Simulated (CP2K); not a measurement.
# GFN1-xTB run of CH2FNSSi (SMILES FC1=N[SiH2]S1)

What is the vertical ionisation energy of CH2FNSSi at GFN1-xTB? 

Program for the calculation: CP2K 2026.2.

## Step 1: Starting point

CH2FNSSi has 7 atoms, charge 0, and is taken as a singlet. SMILES: `FC1=N[SiH2]S1`. Geometry: relaxed at PBE0-D4/def2-TZVP.

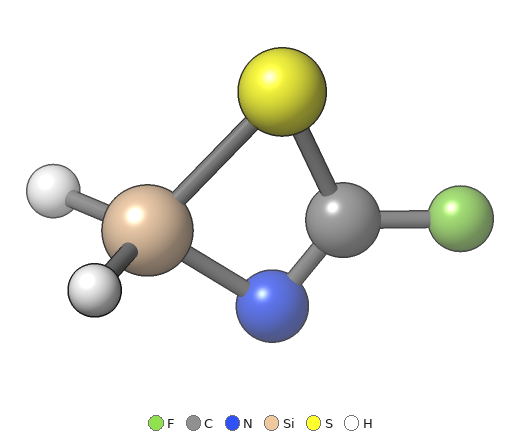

Viewed from a chosen angle; fluorine green, carbon grey, nitrogen blue, silicon light orange, sulfur yellow, hydrogen white.

## Step 2: A single-point energy at GFN1-xTB

File qs.inp:

```
&GLOBAL
  PROJECT_NAME qs
  RUN_TYPE ENERGY
  PRINT_LEVEL MEDIUM
&END GLOBAL

&FORCE_EVAL
  METHOD Quickstep
  &DFT
    CHARGE 0
    MULTIPLICITY 1
    &QS
      METHOD XTB
      EPS_DEFAULT 1.0E-10
      &XTB
        GFN_TYPE TBLITE
        &TBLITE
          METHOD GFN1
        &END TBLITE
        CHECK_ATOMIC_CHARGES F
      &END XTB
    &END QS
    &POISSON
      PERIODIC NONE
      POISSON_SOLVER ANALYTIC
    &END POISSON
    &SCF
      SCF_GUESS ATOMIC
      EPS_SCF 1.0E-07
      MAX_SCF 150
      ADDED_MOS 4
      &DIAGONALIZATION
        ALGORITHM STANDARD
      &END DIAGONALIZATION
      &MIXING
        METHOD DIRECT_P_MIXING
        ALPHA 0.4
      &END MIXING
      &SMEAR ON
        METHOD FERMI_DIRAC
        ELECTRONIC_TEMPERATURE [K] 300
      &END SMEAR
    &END SCF
    &PRINT
      &MOMENTS
        PERIODIC F
        REFERENCE COM
        MAX_MOMENT 1
      &END MOMENTS
      &MO ON
        ENERGIES T
        OCCUPATION_NUMBERS T
        NDIGITS 6
        &EACH
          QS_SCF 0
        &END EACH
        ADD_LAST NUMERIC
      &END MO
      &HIRSHFELD OFF
      &END HIRSHFELD
    &END PRINT
  &END DFT
  &SUBSYS
    &CELL
      ABC [angstrom] 14.8 15.7 15.1
      PERIODIC NONE
    &END CELL
    &COORD
      F      1.147800    -1.939300     1.137100
      C      0.551100    -0.929900     0.538600
      N     -0.672300    -0.915900     0.221400
      Si    -0.525200     0.696600    -0.454900
      S      1.547900     0.494500     0.161700
      H     -1.272100     1.746800     0.268200
      H     -0.716300     0.779100    -1.917900
    &END COORD
    &TOPOLOGY
      &CENTER_COORDINATES
      &END CENTER_COORDINATES
    &END TOPOLOGY
  &END SUBSYS
&END FORCE_EVAL
```

On the command line:

```bash
$ OMP_NUM_THREADS=1 cp2k.psmp -i qs.inp > qs.out 2>&1
```

Output (excerpt; [...] marks lines left out):

```text
CP2K| version string:                                       CP2K version 2026.2
[...]
 GLOBAL| Method name                                                        CP2K
[...]
 GLOBAL| Run type                                                         ENERGY
[...]
                             - Atoms:                                          7
[...]
                             - Spherical basis functions:                     34
[...]
 Number of electrons:                                                         28
[...]
  *** SCF run converged in    15 steps ***
[...]
  Fermi energy:                                                -0.30699181111120
[...]
 TB_DIPOLE| Moment [Debye]         -0.28448862       2.22152546      -1.05568179
 TB_DIPOLE| Derivative [a.u.]       0.00000000       0.00000000       0.00000000
[...]
 ENERGY| Total FORCE_EVAL ( QS ) energy [hartree]            -17.103901161368221
[...]
```

It took 0.88 s on 1 thread of Intel Xeon 6975P-C (Granite Rapids), shared host; peak memory 0.19 GiB.

## Step 3: The doublet cation, same level

File job.inp:

```
&GLOBAL
   PROJECT job
   RUN_TYPE ENERGY
   PRINT_LEVEL MEDIUM
&END GLOBAL

&FORCE_EVAL
   METHOD Quickstep
   &DFT
      CHARGE 1
      MULTIPLICITY 2
      SPIN_POLARIZED T
      ! Quickstep
      &QS
         METHOD XTB
         EPS_DEFAULT 1.0E-10
         &XTB
            GFN_TYPE TBLITE
            &TBLITE
               METHOD GFN1
            &END TBLITE
            CHECK_ATOMIC_CHARGES F
         &END XTB
      &END QS
      &POISSON
         PERIODIC NONE
         POISSON_SOLVER ANALYTIC
      &END POISSON
      &SCF
         SCF_GUESS ATOMIC
         EPS_SCF 1.0E-07
         MAX_SCF 150
         ADDED_MOS 4
         &DIAGONALIZATION
            ALGORITHM STANDARD
         &END DIAGONALIZATION
         &MIXING
            METHOD DIRECT_P_MIXING
            ALPHA 0.4
         &END MIXING
         &SMEAR ON
            METHOD FERMI_DIRAC
            ELECTRONIC_TEMPERATURE [K] 300
         &END SMEAR
      &END SCF
      &PRINT
         &MOMENTS
            PERIODIC F
            REFERENCE COM
            MAX_MOMENT 1
         &END MOMENTS
         &MO ON
            ENERGIES T
            OCCUPATION_NUMBERS T
            NDIGITS 6
            &EACH
               QS_SCF 0
            &END EACH
            ADD_LAST NUMERIC
         &END MO
         &HIRSHFELD OFF
         &END HIRSHFELD
      &END PRINT
   &END DFT
   ! structure
   &SUBSYS
      ! box in angstrom
      &CELL
         ABC 14.8 15.7 15.1
         PERIODIC NONE
      &END CELL
      &COORD
         F      1.147800    -1.939300     1.137100
         C      0.551100    -0.929900     0.538600
         N     -0.672300    -0.915900     0.221400
         Si    -0.525200     0.696600    -0.454900
         S      1.547900     0.494500     0.161700
         H     -1.272100     1.746800     0.268200
         H     -0.716300     0.779100    -1.917900
      &END COORD
      &TOPOLOGY
         &CENTER_COORDINATES
         &END CENTER_COORDINATES
      &END TOPOLOGY
   &END SUBSYS
&END FORCE_EVAL
```

On the command line:

```bash
$ OMP_NUM_THREADS=1 cp2k.psmp -i job.inp > job.out 2>&1
```

Output (excerpt; [...] marks lines left out):

```text
CP2K| version string:                                       CP2K version 2026.2
[...]
 GLOBAL| Method name                                                        CP2K
[...]
 GLOBAL| Run type                                                         ENERGY
[...]
                             - Atoms:                                          7
[...]
                             - Spherical basis functions:                     34
[...]
 Number of electrons:                                                         14
[...]
  *** SCF run converged in    23 steps ***
[...]
  Fermi energy:                                                -0.67525313954455
[...]
 TB_DIPOLE| Moment [Debye]         -2.75365619       2.83553351      -1.95530469
 TB_DIPOLE| Derivative [a.u.]       0.00000000       0.00000000       0.00000000
[...]
 ENERGY| Total FORCE_EVAL ( QS ) energy [hartree]            -16.560830464450206
[...]
```

It took 0.92 s on 1 thread of Intel Xeon 6975P-C (Granite Rapids), shared host; peak memory 0.19 GiB.

## Step 4: What came out

Level: GFN1-xTB.

```
                                                   quantity         value
                             singlet CH2FNSSi: total energy  -17.10390 Eh
singlet CH2FNSSi: dipole moment (from atomic charges alone)        2.48 D
                              singlet CH2FNSSi: HOMO energy     -11.34 eV
                              singlet CH2FNSSi: LUMO energy      -7.46 eV
                            singlet CH2FNSSi: HOMO–LUMO gap       3.89 eV
                               doublet cation: total energy  -16.56083 Eh
         doublet cation: HOMO energy (highest over α and β)     -18.51 eV
          doublet cation: LUMO energy (lowest over α and β)     -18.25 eV
         vertical ionisation energy (to the doublet cation)     14.778 eV
```

In words: Removing an electron at fixed nuclei costs 14.78 eV (341 kcal/mol). No empirical shift is applied, and without it xTB methods put this difference several eV too high. The dipole (singlet CH2FNSSi) comes from point charges on the atoms alone, without atomic dipoles, so it is partial.
